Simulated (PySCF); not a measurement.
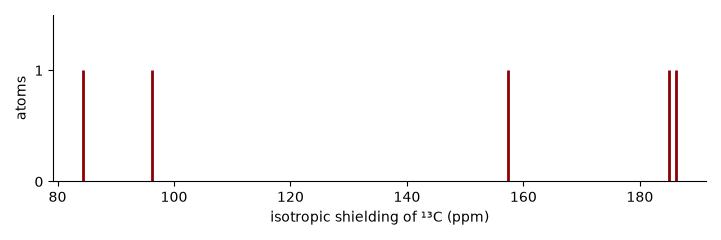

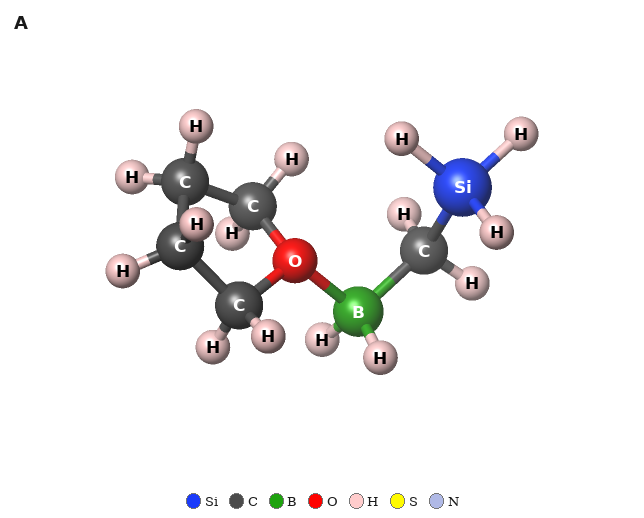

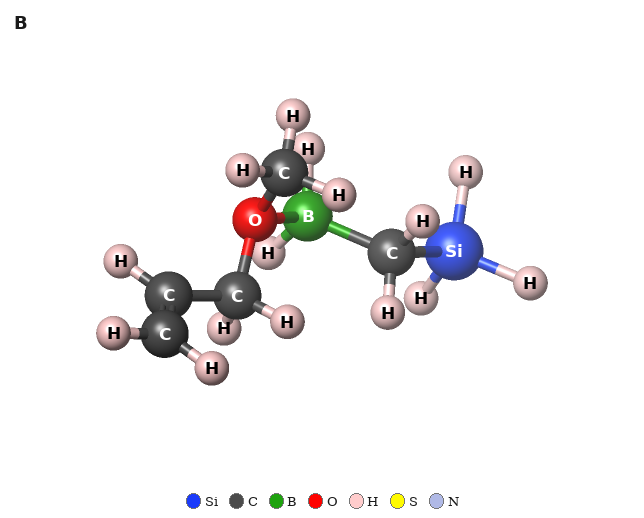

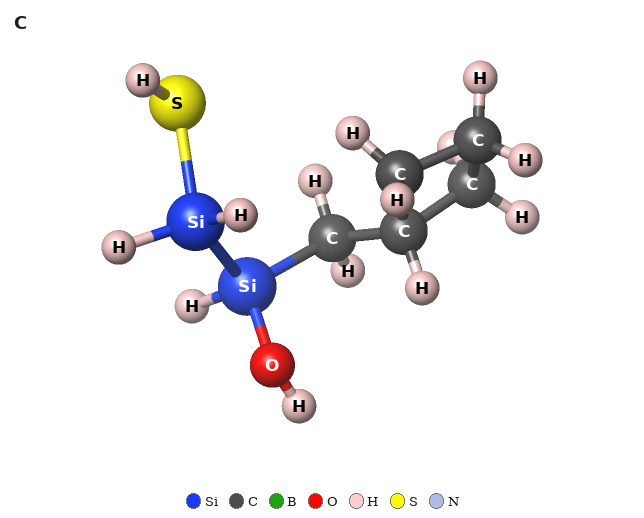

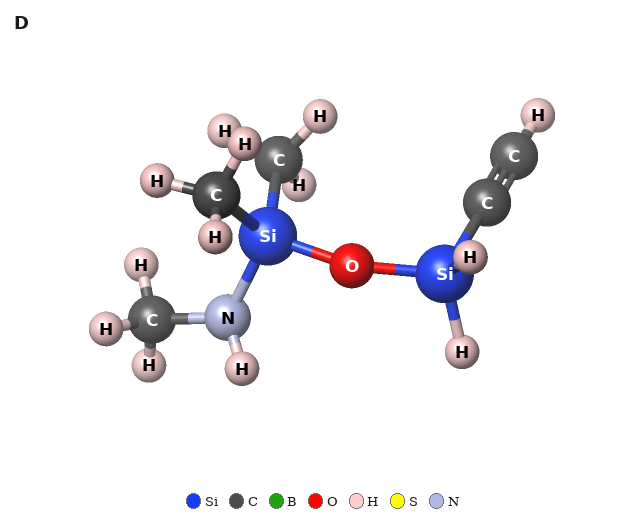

The sticks are computed shieldings of one of the molecules, for one fixed geometry (GFN2-xTB) without averaging over rotations. Low shielding means a high chemical shift. Method: GIAO PBE0/pcSseg-1 NMR shielding, non-relativistic, gas phase (PySCF 2.14.0).

Question: Which molecule gives this pattern?

Answer: D, `C#C[SiH2]O[Si](C)(C)NC`. Its 5 C atoms give lines at 84.3, 96.2, 157.4, 185.1, 186.3 ppm.

The geometry is semi-empirical. Around B, Si such bond lengths and angles can be off by a tenth of an ångström or more and by several degrees, and values that hang on the shape move with them.
